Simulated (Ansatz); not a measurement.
Nudged elastic band of C2H9ClOSi2 (part 1 of 2)

System: C2H9ClOSi2.
Method: RKS PBE-D4/6-31G* (Ansatz 0.2.0).

It belongs to a series of runs on one base structure; here: band between the two ends. Figures and captions count atoms from 1; the log counts them from 0 in places.

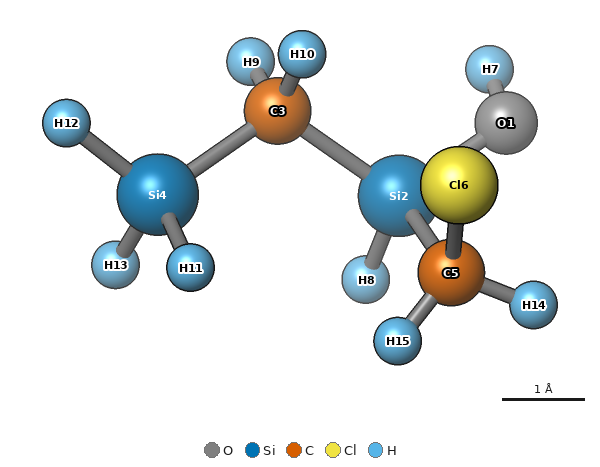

*The structure as given in the input (ball-and-stick view, seen at a tilt; atoms are numbered from 1 in the order of the input).*

Bond lengths as drawn: C–Cl 1.82 Å, C–H 1.10 to 1.11 Å, C–Si 1.88 to 1.90 Å, H–O 0.98 Å, H–Si 1.50 to 1.51 Å and O–Si 1.68 Å.

Input file:
```yaml
crystal:
  periodic: [false, false, false]
  atoms:
    - { symbol: O, position_ang: [-1.436367, -1.504625, 1.617597] }
    - { symbol: Si, position_ang: [-0.906738, -0.556269, 0.333897] }
    - { symbol: C, position_ang: [0.91554, -0.773842, -0.073043] }
    - { symbol: Si, position_ang: [1.490406, 0.300186, -1.524954] }
    - { symbol: C, position_ang: [-1.254374, 1.229048, 0.87573] }
    - { symbol: Cl, position_ang: [-0.011752, 1.820195, 2.061653] }
    - { symbol: H, position_ang: [-1.190533, -2.446809, 1.562407] }
    - { symbol: H, position_ang: [-1.728805, -0.813681, -0.904788] }
    - { symbol: H, position_ang: [1.134805, -1.829663, -0.318595] }
    - { symbol: H, position_ang: [1.504878, -0.509203, 0.82362] }
    - { symbol: H, position_ang: [1.161046, 1.743644, -1.28149] }
    - { symbol: H, position_ang: [2.972066, 0.182669, -1.735956] }
    - { symbol: H, position_ang: [0.803866, -0.125077, -2.79103] }
    - { symbol: H, position_ang: [-2.237338, 1.311085, 1.36586] }
    - { symbol: H, position_ang: [-1.238601, 1.921541, 0.018491] }
basis:
  gaussian: { orbitals: "6-31G*" }
hamiltonian:
  xc: pbe
  dispersion: d4
neb:
  order_check: false
  images: 7
  f_tol: 0.05
  max_iterations: 60
  final_atoms:
    - { symbol: O, position_ang: [-1.17366806, -1.65419746, 1.39852817] }
    - { symbol: Si, position_ang: [-1.08227898, -0.6393321, -0.38428904] }
    - { symbol: C, position_ang: [0.84339951, -0.72106652, -0.38063068] }
    - { symbol: Si, position_ang: [1.58928311, 0.4094388, -1.69999131] }
    - { symbol: C, position_ang: [-1.31063631, 1.04904767, 0.59169268] }
    - { symbol: Cl, position_ang: [-0.47668588, 1.14169, 2.26623269] }
    - { symbol: H, position_ang: [-2.11174771, -1.858721, 1.60258908] }
    - { symbol: H, position_ang: [-0.87854401, -0.97815478, 2.08043763] }
    - { symbol: H, position_ang: [1.15665499, -1.75415723, -0.62133472] }
    - { symbol: H, position_ang: [1.28708602, -0.44832033, 0.59663154] }
    - { symbol: H, position_ang: [1.27340259, 1.85145827, -1.41057106] }
    - { symbol: H, position_ang: [3.08549278, 0.28123172, -1.77107438] }
    - { symbol: H, position_ang: [1.03600589, 0.09378183, -3.06105911] }
    - { symbol: H, position_ang: [-2.36432869, 1.28490786, 0.81134803] }
    - { symbol: H, position_ang: [-0.89533625, 1.89159227, 0.01088948] }
  initial_path:
    images:
      - { positions_ang: [[-1.436367, -1.504625, 1.617597], [-0.906738, -0.556269, 0.333897], [0.91554, -0.773842, -0.073043], [1.490406, 0.300186, -1.524954], [-1.254374, 1.229048, 0.87573], [-0.011752, 1.820195, 2.061653], [-1.190533, -2.446809, 1.562407], [-1.728805, -0.813681, -0.904788], [1.134805, -1.829663, -0.318595], [1.504878, -0.509203, 0.82362], [1.161046, 1.743644, -1.28149], [2.972066, 0.182669, -1.735956], [0.803866, -0.125077, -2.79103], [-2.237338, 1.311085, 1.36586], [-1.238601, 1.921541, 0.018491]] }
      - { positions_ang: [[-1.40983373, -1.53702884, 1.54577392], [-0.88181192, -0.5317308, 0.30803852], [0.93097244, -0.76332888, -0.07876127], [1.51076371, 0.30028843, -1.52667997], [-1.2472987, 1.2405831, 0.83684601], [-0.06974784, 1.81041916, 2.08044297], [-1.22913949, -2.46302301, 1.428776], [-1.78529299, -0.84786645, -0.56327988], [1.15013657, -1.81675561, -0.2991765], [1.52835622, -0.49922444, 0.82454955], [1.17390536, 1.7400362, -1.27909281], [2.97069872, 0.17137425, -1.7472592], [0.78141407, -0.11941398, -2.78547106], [-2.25468302, 1.32684062, 1.28563461], [-1.19034041, 1.93802926, -0.00094189]] }
      - { positions_ang: [[-1.38330045, -1.56943269, 1.47395084], [-0.85688584, -0.50719261, 0.28218005], [0.94640489, -0.75281576, -0.08447954], [1.53112142, 0.30039086, -1.52840594], [-1.24022341, 1.2521182, 0.79796201], [-0.12774368, 1.80064331, 2.09923295], [-1.26774598, -2.47923702, 1.29514499], [-1.84178099, -0.88205189, -0.22177177], [1.16546814, -1.80384821, -0.27975799], [1.55183445, -0.48924588, 0.82547911], [1.18676472, 1.7364284, -1.27669561], [2.96933145, 0.16007949, -1.7585624], [0.75896214, -0.11375097, -2.77991213], [-2.27202805, 1.34259624, 1.20540921], [-1.14207981, 1.95451753, -0.02037478]] }
      - { positions_ang: [[-1.35676718, -1.60183653, 1.40212776], [-0.83195975, -0.48265441, 0.25632157], [0.96183733, -0.74230265, -0.09019781], [1.55147913, 0.30049329, -1.53013191], [-1.23314811, 1.2636533, 0.75907802], [-0.18573952, 1.79086747, 2.11802292], [-1.30635247, -2.49545104, 1.16151399], [-1.89826898, -0.91623734, 0.11973635], [1.18079971, -1.79094082, -0.26033949], [1.57531267, -0.47926733, 0.82640866], [1.19962407, 1.7328206, -1.27429842], [2.96796417, 0.14878474, -1.7698656], [0.73651021, -0.10808795, -2.77435319], [-2.28937307, 1.35835185, 1.12518382], [-1.09381922, 1.97100579, -0.03980767]] }
      - { positions_ang: [[-1.3302339, -1.63424037, 1.33030468], [-0.80703367, -0.45811621, 0.2304631], [0.97726977, -0.73178953, -0.09591608], [1.57183684, 0.30059571, -1.53185788], [-1.22607281, 1.2751884, 0.72019403], [-0.24373536, 1.78109162, 2.1368129], [-1.34495896, -2.51166505, 1.02788298], [-1.95475697, -0.95042278, 0.46124447], [1.19613128, -1.77803342, -0.24092099], [1.5987909, -0.46928877, 0.82733821], [1.21248343, 1.72921281, -1.27190122], [2.9665969, 0.13748999, -1.7811688], [0.71405828, -0.10242493, -2.76879426], [-2.30671809, 1.37410747, 1.04495842], [-1.04555862, 1.98749406, -0.05924056]] }
      - { positions_ang: [[-1.29109244, -1.63922964, 1.34736055], [-0.875845, -0.50342018, 0.07677506], [0.94380221, -0.72910878, -0.16709473], [1.57619841, 0.32780648, -1.57389124], [-1.24721369, 1.21865322, 0.68806869], [-0.30197299, 1.62124122, 2.16916784], [-1.53665615, -2.34842903, 1.17155951], [-1.68570373, -0.95735578, 0.86604276], [1.18626221, -1.77206437, -0.33602442], [1.52086468, -0.46404666, 0.76966155], [1.22771322, 1.75977417, -1.30656868], [2.99632087, 0.17342542, -1.7786452], [0.79454519, -0.05337324, -2.84186047], [-2.32112074, 1.35180757, 0.98655583], [-1.00800303, 1.96351861, -0.04170805]] }
      - { positions_ang: [[-1.25195098, -1.64421892, 1.36441643], [-0.94465633, -0.54872416, -0.07691297], [0.91033464, -0.72642802, -0.23827338], [1.58055997, 0.35501725, -1.61592459], [-1.26835456, 1.16211804, 0.65594335], [-0.36021062, 1.46139081, 2.20152279], [-1.72835334, -2.18519302, 1.31523603], [-1.41665049, -0.96428878, 1.27084105], [1.17639314, -1.76609533, -0.43112786], [1.44293846, -0.45880455, 0.71198488], [1.24294301, 1.79033554, -1.34123614], [3.02604484, 0.20936085, -1.77612159], [0.87503209, -0.00432155, -2.91492669], [-2.33552339, 1.32950767, 0.92815323], [-0.97044743, 1.93954316, -0.02417554]] }
      - { positions_ang: [[-1.21280952, -1.64920819, 1.3814723], [-1.01346765, -0.59402813, -0.23060101], [0.87686708, -0.72374727, -0.30945203], [1.58492154, 0.38222803, -1.65795795], [-1.28949544, 1.10558285, 0.62381801], [-0.41844825, 1.30154041, 2.23387774], [-1.92005053, -2.02195701, 1.45891256], [-1.14759725, -0.97122178, 1.67563934], [1.16652406, -1.76012628, -0.52623129], [1.36501224, -0.45356244, 0.65430821], [1.2581728, 1.8208969, -1.3759036], [3.05576881, 0.24529629, -1.77359799], [0.95551899, 0.04473014, -2.9879929], [-2.34992604, 1.30720777, 0.86975063], [-0.93289184, 1.91556771, -0.00664303]] }
      - { positions_ang: [[-1.17366806, -1.65419746, 1.39852817], [-1.08227898, -0.6393321, -0.38428904], [0.84339951, -0.72106652, -0.38063068], [1.58928311, 0.4094388, -1.69999131], [-1.31063631, 1.04904767, 0.59169268], [-0.47668588, 1.14169, 2.26623269], [-2.11174771, -1.858721, 1.60258908], [-0.87854401, -0.97815478, 2.08043763], [1.15665499, -1.75415723, -0.62133472], [1.28708602, -0.44832033, 0.59663154], [1.27340259, 1.85145827, -1.41057106], [3.08549278, 0.28123172, -1.77107438], [1.03600589, 0.09378183, -3.06105911], [-2.36432869, 1.28490786, 0.81134803], [-0.89533625, 1.89159227, 0.01088948]] }
```

Hardware: 2 threads of Intel Xeon (Sapphire Rapids), 16 GiB of memory available, shared host.

Run as:
```bash
ansatz run input.yaml --threads 2 --pin off --max-ram 3072MiB --backend cpu --events-out ev --progress --plain --runs-dir out
```

Log:
```
Engine: ansatz 0.2.0, x86_64-unknown-linux-gnu
Functional definition: PBE
  parameter kappa = 0.804
  parameter beta = 0.06672455060314922
  exchange = pbe_x(kappa = kappa, mu = beta*pi^2/3)
  correlation = pbe_c(beta = beta)
1508 factors; their error is unknown
mean field evaluation 1: about -32513.9488 eV, gradient 7.8e1 eV
mean field evaluation 2: about -32482.7488 eV, gradient 1.4e2 eV
mean field evaluation 4: about -32526.5497 eV, gradient 1.1e1 eV
mean field evaluation 8: about -32526.8445 eV, gradient 2.3e-1 eV
mean field evaluation 16: about -32526.7307 eV, gradient 3.7e-4 eV
mean field -32526.73066502 eV, -1195.3353045295 hartree, gradient 4.4e-5 eV, S^2 0.000000; 0 other end points of the search recorded, 0 dependent functions left out
the calculation of the forces begins
reference -32526.73070580 eV, -1195.3353060283 hartree; 37, 37 occupied and 83, 83 virtual orbitals, 1508 factors
1508 factors; their error is unknown
mean field evaluation 32: about -32524.6273 eV, gradient 1.1e-2 eV
mean field -32524.62725293 eV, -1195.2580055610 hartree, gradient 1.3e-5 eV, S^2 0.000000; 0 other end points of the search recorded, 0 dependent functions left out
[... from here on the field's lines of each further geometry are left out, up to the last ...]
NEB iter   1: max|band force component| = 3.388e1 eV/Å  barrier→ = 11.7512 eV  barrier← = 9.6739 eV  Δτ_max = 0.1991 Å  (266 SCF iters)
NEB iter   2: max|band force component| = 6.932e0 eV/Å  barrier→ = 4.9627 eV  barrier← = 2.8854 eV  Δτ_max = 0.1985 Å  (230 SCF iters)
NEB iter   3: max|band force component| = 4.093e0 eV/Å  barrier→ = 3.8658 eV  barrier← = 1.7885 eV  Δτ_max = 0.2000 Å  (219 SCF iters)
NEB iter   4: max|band force component| = 1.699e0 eV/Å  barrier→ = 3.3750 eV  barrier← = 1.2976 eV  Δτ_max = 0.2000 Å  (224 SCF iters)
NEB iter   5: max|band force component| = 1.435e0 eV/Å  barrier→ = 3.4271 eV  barrier← = 1.3497 eV  Δτ_max = 0.1962 Å  (209 SCF iters)
NEB iter   6: max|band force component| = 2.826e0 eV/Å  barrier→ = 3.5548 eV  barrier← = 1.4774 eV  Δτ_max = 0.0998 Å  (209 SCF iters)
NEB iter   7: max|band force component| = 1.960e0 eV/Å  barrier→ = 3.4925 eV  barrier← = 1.4152 eV  Δτ_max = 0.1011 Å  (213 SCF iters)
NEB iter   8: max|band force component| = 6.622e-1 eV/Å  barrier→ = 3.3916 eV  barrier← = 1.3142 eV  Δτ_max = 0.1646 Å  (210 SCF iters)
NEB iter   9: max|band force component| = 7.959e-1 eV/Å  barrier→ = 3.0671 eV  barrier← = 0.9897 eV  Δτ_max = 0.0822 Å  (219 SCF iters)
NEB iter  10: max|band force component| = 8.627e-1 eV/Å  barrier→ = 2.9085 eV  barrier← = 0.8311 eV  Δτ_max = 0.0410 Å  (210 SCF iters)
NEB iter  11: max|band force component| = 7.529e-1 eV/Å  barrier→ = 2.8135 eV  barrier← = 0.7362 eV  Δτ_max = 0.0410 Å  (212 SCF iters)
NEB iter  12: max|band force component| = 5.869e-1 eV/Å  barrier→ = 2.7358 eV  barrier← = 0.6584 eV  Δτ_max = 0.0823 Å  (212 SCF iters)
NEB iter  13: max|band force component| = 1.024e0 eV/Å  barrier→ = 2.6158 eV  barrier← = 0.5384 eV  Δτ_max = 0.0411 Å  (210 SCF iters)
NEB iter  14: max|band force component| = 5.031e-1 eV/Å  barrier→ = 2.5710 eV  barrier← = 0.4936 eV  Δτ_max = 0.0822 Å  (214 SCF iters)
NEB iter  15: max|band force component| = 5.028e-1 eV/Å  barrier→ = 2.6017 eV  barrier← = 0.5243 eV  Δτ_max = 0.1662 Å  (211 SCF iters)
NEB iter  16: max|band force component| = 2.100e0 eV/Å  barrier→ = 2.6352 eV  barrier← = 0.5578 eV  CI = image 3  Δτ_max = 0.1985 Å  (205 SCF iters)
NEB iter  17: max|band force component| = 8.392e-1 eV/Å  barrier→ = 3.0184 eV  barrier← = 0.9410 eV  CI = image 3  Δτ_max = 0.2000 Å  (214 SCF iters)
NEB iter  18: max|band force component| = 5.206e-1 eV/Å  barrier→ = 3.0495 eV  barrier← = 0.9721 eV  CI = image 3  Δτ_max = 0.1980 Å  (214 SCF iters)
NEB iter  19: max|band force component| = 2.949e-1 eV/Å  barrier→ = 3.0129 eV  barrier← = 0.9355 eV  CI = image 3  Δτ_max = 0.1217 Å  (207 SCF iters)
NEB iter  20: max|band force component| = 1.274e-1 eV/Å  barrier→ = 3.0002 eV  barrier← = 0.9229 eV  CI = image 3  Δτ_max = 0.0842 Å  (211 SCF iters)
NEB iter  21: max|band force component| = 1.058e-1 eV/Å  barrier→ = 2.9984 eV  barrier← = 0.9210 eV  CI = image 3  Δτ_max = 0.0348 Å  (213 SCF iters)
NEB iter  22: max|band force component| = 7.674e-2 eV/Å  barrier→ = 2.9978 eV  barrier← = 0.9204 eV  CI = image 3  Δτ_max = 0.0263 Å  (215 SCF iters)
NEB iter  23: max|band force component| = 5.909e-2 eV/Å  barrier→ = 2.9975 eV  barrier← = 0.9201 eV  CI = image 3  Δτ_max = 0.0293 Å  (217 SCF iters)
the calculation of the forces begins
reference -32524.46666758 eV, -1195.2521041584 hartree; 37, 37 occupied and 83, 83 virtual orbitals, 1508 factors
1508 factors; their error is unknown
mean field -32523.73313200 eV, -1195.2251472229 hartree, gradient 2.1e-5 eV, S^2 0.000000; 1 other end points of the search recorded, 0 dependent functions left out
the calculation of the forces begins
reference -32523.73317236 eV, -1195.2251487062 hartree; 37, 37 occupied and 83, 83 virtual orbitals, 1508 factors
NEB iter  24: max|band force component| = 2.083e-2 eV/Å  barrier→ = 2.9971 eV  barrier← = 0.9198 eV  CI = image 3  Δτ_max = 0.0000 Å  (432 SCF iters)
```
